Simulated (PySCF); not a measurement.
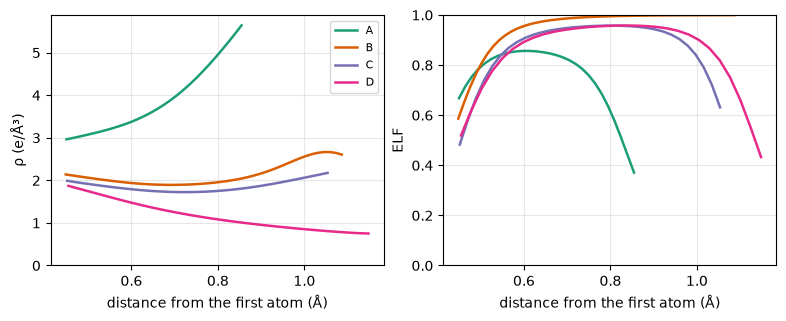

Figure. C6H10O3Si. Total electron density and electron localisation function along straight lines between neighbouring atoms. The curves leave out the atomic cores.

Geometry: GFN2-xTB.

Method: PySCF, PBE0/pcSseg-1, SCF density, gas phase, non-relativistic.

```xyz
20

C    -2.7703    0.1716    0.0881
C    -1.6127   -0.1584   -0.8475
C    -0.2539    0.0779   -0.1885
Si    1.2479    0.0172   -1.3733
C     2.5864    0.4311   -0.0500
O     3.6819    0.8788   -0.2756
C     2.0879    0.2468    1.3801
O     1.1961   -0.8295    1.5572
C     0.0472   -0.9661    0.8529
O    -0.6263   -1.9371    1.0584
H    -3.7204   -0.0075   -0.4090
H    -2.7229   -0.4563    0.9735
H    -2.7351    1.2158    0.3945
H    -1.6780   -1.2058   -1.1436
H    -1.6832    0.4543   -1.7488
H    -0.2646    1.0586    0.3029
H     1.4702   -1.3089   -1.9401
H     1.1924    1.0818   -2.3704
H     2.9257    0.0472    2.0540
H     1.6266    1.1993    1.6821
```

Q: Which curve belongs to which contact (C–C, C–H, C–O and C–Si)? The first atom named is at distance zero.

A: Curve A: C–O (1.20 Å): ρ is about 3.4 e/Å³ halfway; the ELF peaks at about 0.85 between the atoms: a short, multiple covalent bond. Curve B: C–H (1.09 Å): the density is about 2 e/Å³ at the midpoint; the ELF climbs to about 1 towards the hydrogen, as it does in any bond to H; a covalent bond by its length. Curve C: C–C (1.51 Å): ρ at the midpoint is about 1.7 e/Å³; the ELF peaks at about 0.95 between the atoms: a covalent bond. Curve D: C–Si (1.91 Å): ρ is about 0.89 e/Å³ halfway; the ELF peaks at about 0.95 between the atoms, as expected for a shared electron pair.
